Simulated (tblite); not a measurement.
**Run report: C2H7F3NSi2, geometry relaxation**

C2H7F3NSi2, multiplicity 2, computed with GFN2-xTB geometry optimisation, gas phase (tblite 0.8.0).

It belongs to a series of runs on one base structure; here: H removed from Si.

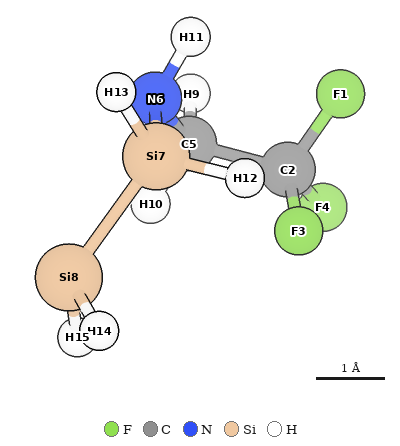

*The input geometry (ball-and-stick view, seen at a tilt; atoms are numbered from 1 in the order of the input).*

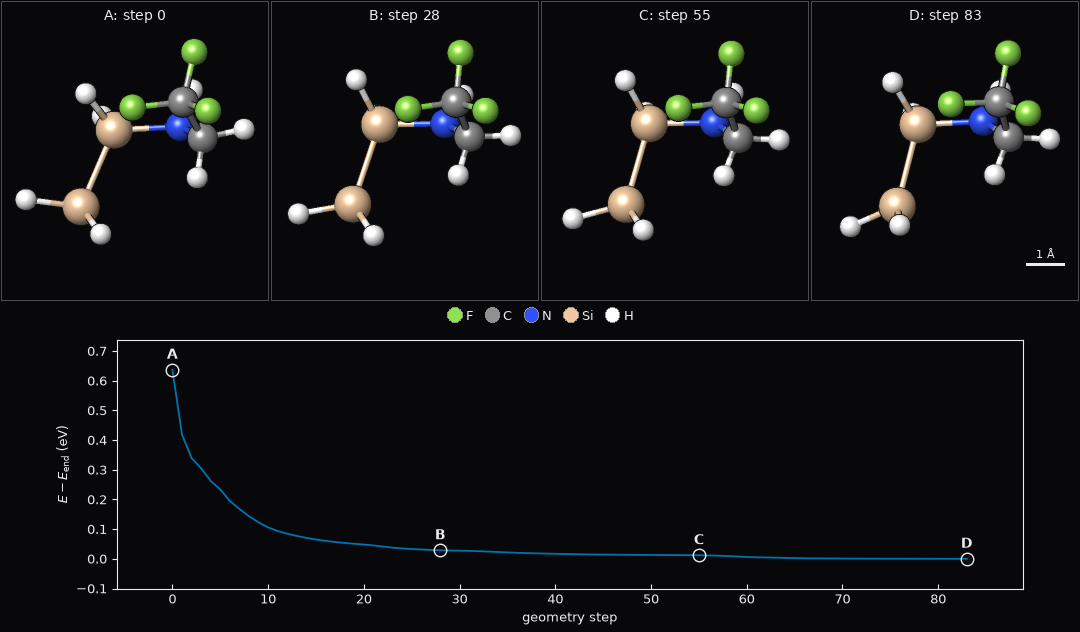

*Frames of the relaxation (ball-and-stick view, seen at a tilt) above the curves, on which the letters mark them (steps are counted from 0).*

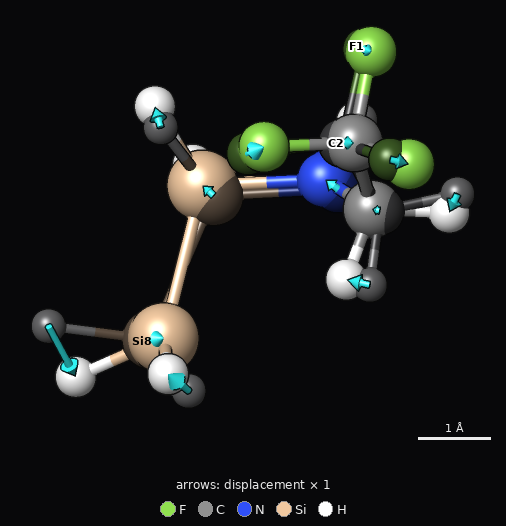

*Start (faint) and end (solid) with the displacements as teal arrows, at true length (ball-and-stick view, seen at a tilt). The two geometries are laid on each other by the best rigid fit.*

After 83 geometry steps the energy has fallen by 0.637 eV. Largest force component: 1.7 eV/Å at the start, 0.008 eV/Å at the end. H14 moves most after the best rigid fit: 1.02 Å. Largest moves by element: H 1.02 Å, F 0.37 Å, Si 0.26 Å, N 0.23 Å, C 0.18 Å. Among the contacts that change: N6–H11 1.063 → 1.009 Å, C2–F4 1.396 → 1.343 Å, Si7–Si8 2.221 → 2.274 Å, F1–C2 1.390 → 1.341 Å. Among the angles that change: Si7–Si8–H14 106.7° → 118.0°, N6–Si7–Si8 115.3° → 104.8°, Si8–Si7–H12 109.5° → 119.8°. (Atoms are counted from 1 in the order of the input.)

The input and output of the run follow.

## Input
```
{"job": {"kind": "relax", "xc": "GFN2-xTB", "basis": "xTB"}, "charge": 0, "multiplicity": 2}
F     -2.417800     1.137400    -0.226100
C     -1.692200     0.084000    -0.769200
F     -0.757500     0.543400    -1.646300
F     -2.629400    -0.648400    -1.500600
C     -1.088600    -0.791800     0.331700
N     -0.220300    -0.028000     1.148100
Si     1.162100     0.743300     0.383100
Si     2.671000    -0.644700    -0.470000
H     -1.962300    -1.091300     0.968100
H     -0.628100    -1.688700    -0.124900
H     -0.792300     0.715000     1.649200
H      0.849000     1.780800    -0.591800
H      1.876800     1.458800     1.489400
H      3.515300     0.158400    -1.400800
H      2.110100    -1.720300    -1.273000
```

The first line tells a small driver script what to run in tblite; the rest is the geometry in Å.

Launched with:
```bash
OMP_NUM_THREADS=1 python <driver script> task.json out
```

## Output
```
step      E/eV     max force
  0    -772.27830    1.851
  1    -772.49687    0.955
  2    -772.57531    0.584
  3    -772.61052    0.584
  4    -772.65258    0.493
  5    -772.68146    0.643
  6    -772.72031    0.494
  7    -772.74711    0.430
  8    -772.77181    0.373
  9    -772.79231    0.425
 10    -772.80938    0.375
 11    -772.82154    0.262
 12    -772.83077    0.241
 13    -772.83834    0.234
 14    -772.84477    0.211
 15    -772.85019    0.169
 16    -772.85477    0.150
 17    -772.85862    0.144
 18    -772.86188    0.128
 19    -772.86460    0.143
 20    -772.86714    0.151
 21    -772.87016    0.156
 22    -772.87388    0.190
 23    -772.87757    0.148
 24    -772.88036    0.117
 25    -772.88222    0.111
 26    -772.88377    0.100
 27    -772.88537    0.096
 28    -772.88659    0.078
 29    -772.88728    0.057
 30    -772.88781    0.053
 31    -772.88850    0.078
 32    -772.88951    0.090
 33    -772.89087    0.107
 34    -772.89232    0.116
 35    -772.89367    0.106
 36    -772.89488    0.087
 37    -772.89597    0.090
 38    -772.89690    0.074
 39    -772.89768    0.078
 40    -772.89837    0.067
 41    -772.89904    0.083
 42    -772.89966    0.076
 43    -772.90019    0.057
 44    -772.90066    0.056
 45    -772.90105    0.049
 46    -772.90134    0.041
 47    -772.90159    0.040
 48    -772.90185    0.039
 49    -772.90207    0.042
 50    -772.90222    0.029
 51    -772.90235    0.026
 52    -772.90248    0.034
 53    -772.90268    0.044
 54    -772.90295    0.047
 55    -772.90331    0.054
 56    -772.90381    0.062
 57    -772.90460    0.080
 58    -772.90578    0.116
 59    -772.90736    0.124
 60    -772.90900    0.097
 61    -772.91006    0.081
 62    -772.91060    0.133
 63    -772.91134    0.075
 64    -772.91205    0.034
 65    -772.91286    0.050
 66    -772.91333    0.061
 67    -772.91362    0.039
 68    -772.91386    0.038
 69    -772.91403    0.043
 70    -772.91426    0.057
 71    -772.91448    0.049
 72    -772.91467    0.030
 73    -772.91475    0.025
 74    -772.91482    0.022
 75    -772.91490    0.020
 76    -772.91496    0.015
 77    -772.91501    0.015
 78    -772.91505    0.016
 79    -772.91510    0.019
 80    -772.91517    0.017
 81    -772.91522    0.014
 82    -772.91526    0.011
 83    -772.91528    0.010
```

## Trajectory as extended XYZ (Å, eV, eV/Å), 7 of the 84 frames kept, from step=0 to step=83
```
15
Properties=species:S:1:pos:R:3:forces:R:3 step=0 energy=-772.27830
F    -2.4178    1.1374   -0.2261    1.1950  -1.0740  -0.9200
C    -1.6922    0.0840   -0.7692   -1.2410  -0.2950  -0.6150
F    -0.7575    0.5434   -1.6463   -1.4690  -0.3370   0.5580
F    -2.6294   -0.6484   -1.5006    1.1090   0.9970   0.5660
C    -1.0886   -0.7918    0.3317   -1.1630  -0.0080   0.3010
N    -0.2203   -0.0280    1.1481    0.0020   1.6680   0.5880
Si    1.1621    0.7433    0.3831    0.2830   0.7890   1.0820
Si    2.6710   -0.6447   -0.4700    0.5190  -0.2200  -0.6500
H    -1.9623   -1.0913    0.9681    0.4440  -0.2040  -0.5560
H    -0.6281   -1.6887   -0.1249   -0.0200   0.5580   0.2400
H    -0.7923    0.7150    1.6492    0.9230  -1.2990  -0.6000
H     0.8490    1.7808   -0.5918   -0.1200   0.3470   0.0920
H     1.8768    1.4588    1.4894   -0.5130  -0.1840  -0.1320
H     3.5153    0.1584   -1.4008   -0.0280  -0.3770   0.2530
H     2.1101   -1.7203   -1.2730    0.0780  -0.3600  -0.2060
15
Properties=species:S:1:pos:R:3:forces:R:3 step=14 energy=-772.84477
F    -2.4040    1.1341   -0.3622    0.0510   0.0920   0.0960
C    -1.7745    0.0366   -0.8027   -0.1210   0.1190  -0.1120
F    -0.9102    0.4433   -1.7441    0.0290  -0.0180  -0.0670
F    -2.7113   -0.6836   -1.4447    0.1080  -0.1480   0.1040
C    -1.0798   -0.7251    0.3278   -0.1190  -0.0420  -0.0560
N    -0.1921    0.0839    1.0899   -0.0210  -0.0150   0.0410
Si    1.2098    0.8636    0.4145    0.0200   0.1030   0.0370
Si    2.5688   -0.6571   -0.5837    0.0880  -0.0410  -0.0210
H    -1.8729   -1.1401    0.9541   -0.0590  -0.0720   0.0610
H    -0.5321   -1.5494   -0.1337    0.0740  -0.0290  -0.0730
H    -0.6828    0.6394    1.7753   -0.0120  -0.0380  -0.0440
H     0.8255    1.9933   -0.4438   -0.0580   0.1410  -0.0490
H     1.7317    1.4671    1.6522    0.1030  -0.0540  -0.0310
H     3.6403   -0.0500   -1.3819    0.0180  -0.0390   0.0590
H     2.1790   -1.8481   -1.3504   -0.1000   0.0400   0.0530
15
Properties=species:S:1:pos:R:3:forces:R:3 step=28 energy=-772.88659
F    -2.3884    1.1432   -0.3774    0.0170  -0.0160   0.0000
C    -1.7949    0.0260   -0.8186    0.0410  -0.0140   0.0240
F    -0.9774    0.3922   -1.8192   -0.0140   0.0310  -0.0150
F    -2.7556   -0.7318   -1.3725    0.0000   0.0150   0.0070
C    -1.0476   -0.7226    0.2893    0.0420  -0.0210   0.0460
N    -0.1731    0.0978    1.0597    0.0070   0.0190  -0.0030
Si    1.2064    0.9386    0.3983   -0.0420   0.0010  -0.0360
Si    2.5323   -0.6322   -0.5658   -0.0430  -0.0290   0.0580
H    -1.8097   -1.1898    0.9217    0.0000  -0.0150   0.0040
H    -0.4706   -1.5114   -0.2035    0.0020   0.0110  -0.0320
H    -0.6689    0.6096    1.7731   -0.0330   0.0020  -0.0260
H     0.7588    2.1290   -0.3604    0.0160  -0.0360   0.0040
H     1.8294    1.4346    1.6327   -0.0040   0.0600   0.0390
H     3.7161   -0.1750   -1.2898    0.0390  -0.0020  -0.0180
H     2.0388   -1.8003   -1.3010   -0.0300  -0.0060  -0.0540
15
Properties=species:S:1:pos:R:3:forces:R:3 step=42 energy=-772.89966
F    -2.3570    1.1338   -0.3307    0.0140  -0.0240  -0.0020
C    -1.7788    0.0211   -0.8042   -0.0040  -0.0270  -0.0050
F    -0.9956    0.4015   -1.8274   -0.0050   0.0090   0.0230
F    -2.7581   -0.7281   -1.3351   -0.0230   0.0020  -0.0250
C    -1.0017   -0.7385    0.2752   -0.0060   0.0100  -0.0160
N    -0.1669    0.1054    1.0639   -0.0200  -0.0170   0.0310
Si    1.2071    0.9586    0.4087   -0.0060  -0.0230   0.0130
Si    2.4837   -0.6695   -0.5290    0.0460  -0.0070  -0.0380
H    -1.7463   -1.2571    0.8908    0.0320   0.0210   0.0160
H    -0.3935   -1.4870   -0.2414   -0.0030   0.0250   0.0000
H    -0.7101    0.6352    1.7276   -0.0100   0.0150   0.0350
H     0.7543    2.1216   -0.3773   -0.0070   0.0440  -0.0610
H     1.8080    1.5165    1.6292    0.0000  -0.0280   0.0040
H     3.7212   -0.2724   -1.2052    0.0090   0.0000   0.0360
H     1.9293   -1.7331   -1.3783   -0.0170   0.0000  -0.0110
15
Properties=species:S:1:pos:R:3:forces:R:3 step=55 energy=-772.90331
F    -2.3680    1.1228   -0.3171   -0.0090  -0.0010   0.0260
C    -1.7846    0.0158   -0.7966   -0.0250   0.0020  -0.0040
F    -1.0043    0.4104   -1.8165   -0.0110  -0.0170  -0.0090
F    -2.7621   -0.7330   -1.3304   -0.0020  -0.0200  -0.0290
C    -0.9947   -0.7378    0.2762    0.0020   0.0170   0.0090
N    -0.1757    0.1223    1.0622    0.0300  -0.0230   0.0390
Si    1.2025    0.9598    0.3984   -0.0210   0.0340  -0.0020
Si    2.4706   -0.6779   -0.5376   -0.0180  -0.0040   0.0300
H    -1.7191   -1.2743    0.8990   -0.0140   0.0040  -0.0240
H    -0.3675   -1.4656   -0.2462   -0.0270  -0.0120  -0.0010
H    -0.7232    0.6401    1.7324    0.0240   0.0280  -0.0090
H     0.7655    2.1185   -0.4118    0.0120  -0.0120   0.0080
H     1.7999    1.5131    1.6210    0.0150   0.0030  -0.0020
H     3.7547   -0.3121   -1.1332    0.0310   0.0030  -0.0010
H     1.9015   -1.6941   -1.4330    0.0120  -0.0020  -0.0320
15
Properties=species:S:1:pos:R:3:forces:R:3 step=69 energy=-772.91403
F    -2.5051    1.0545   -0.2729    0.0060   0.0030   0.0040
C    -1.8402    0.0021   -0.7692    0.0100  -0.0100   0.0100
F    -1.0832    0.4661   -1.7765   -0.0160   0.0060  -0.0010
F    -2.7564   -0.8083   -1.3236   -0.0060   0.0110  -0.0100
C    -1.0101   -0.7202    0.2949    0.0100  -0.0080   0.0050
N    -0.1698    0.1490    1.0487   -0.0070   0.0050  -0.0140
Si    1.2189    0.9466    0.3571   -0.0050  -0.0080  -0.0140
Si    2.4531   -0.7274   -0.5620   -0.0160   0.0060   0.0230
H    -1.7191   -1.2532    0.9394    0.0180   0.0080   0.0030
H    -0.3940   -1.4522   -0.2368   -0.0040  -0.0090   0.0140
H    -0.6950    0.6933    1.7160   -0.0180   0.0010  -0.0180
H     0.8109    2.0980   -0.4733   -0.0140   0.0080  -0.0170
H     1.8376    1.5217    1.5557    0.0230  -0.0080   0.0360
H     3.8730   -0.4703   -0.8088    0.0000  -0.0070  -0.0130
H     1.9750   -1.4917   -1.7219    0.0180   0.0040  -0.0070
15
Properties=species:S:1:pos:R:3:forces:R:3 step=83 energy=-772.91528
F    -2.5209    1.0382   -0.2517   -0.0010  -0.0030   0.0010
C    -1.8500   -0.0049   -0.7613    0.0010  -0.0010  -0.0050
F    -1.1037    0.4759   -1.7683    0.0030   0.0020  -0.0040
F    -2.7627   -0.8162   -1.3196   -0.0040  -0.0040   0.0050
C    -1.0078   -0.7224    0.2963   -0.0050   0.0040  -0.0040
N    -0.1736    0.1611    1.0403    0.0000  -0.0020  -0.0030
Si    1.2216    0.9485    0.3496    0.0060   0.0010   0.0080
Si    2.4461   -0.7345   -0.5665    0.0020   0.0020   0.0050
H    -1.7086   -1.2555    0.9493    0.0060  -0.0030   0.0030
H    -0.3885   -1.4538   -0.2325   -0.0040   0.0070   0.0020
H    -0.7095    0.7186    1.6881    0.0010   0.0030  -0.0020
H     0.8176    2.1004   -0.4834    0.0030   0.0000   0.0010
H     1.8492    1.5127    1.5515   -0.0030  -0.0070  -0.0040
H     3.8829   -0.5182   -0.7499   -0.0040   0.0040   0.0000
H     2.0032   -1.4419   -1.7751   -0.0020  -0.0030  -0.0030
```

## Results in brief

```csv
quantity,value
outcome,converged
total energy,−772.9153 eV
hardware,"1 CPU thread, shared host"
wall time,0.65 s
peak memory,0.17 GiB
```
